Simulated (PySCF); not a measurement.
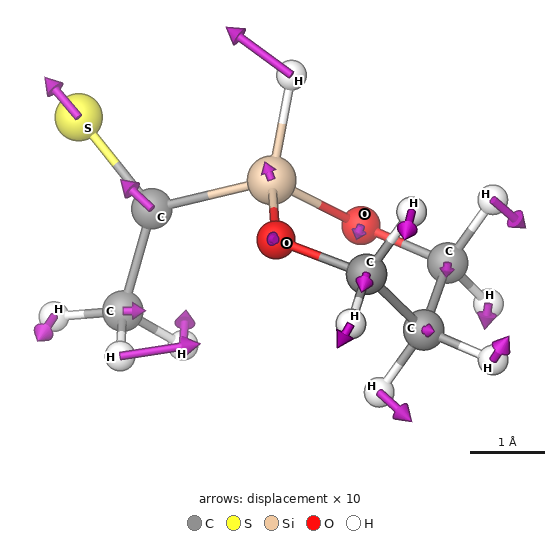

A relaxation of C5H10O2SSi. The starting structure is drawn; purple arrows show the displacements, 10 times their true length. The two geometries are superimposed by the best rigid fit.

A ball-and-stick model, seen at a tilt.

The start comes from GFN2-xTB. Its atoms were then displaced at random by about 0.01 Å.

All numbers below come from PySCF, PBE0-D3(BJ)/def2-SVP geometry optimisation, gas phase. 

Q: Atoms of which element are displaced furthest, and by how much?

A: Hydrogen: up to 0.11 Å, against 0.08 Å for sulfur.

Q: What happened in the run?

A: The largest moves after the best rigid fit, 0.11 Å, are those of H atoms. By element the largest moves are H 0.11 Å, S 0.08 Å, C 0.06 Å, Si 0.03 Å, O 0.02 Å. Among the contacts that change: C–Si 1.846 → 1.883 Å, C–H 1.070 → 1.099 Å, C–O 1.386 → 1.413 Å, O–Si 1.643 → 1.667 Å. Bond angles that change, for instance: C–Si–H 115.4° → 111.3°, C–C–Si 121.8° → 117.8°, C–C–S 120.7° → 124.4°. Over 5 geometry steps the energy falls by 3.05 kcal/mol. Cost: 4.4 min on 1 thread of Intel(R) Xeon(R) Processor @ 2.50GHz, on a shared host.
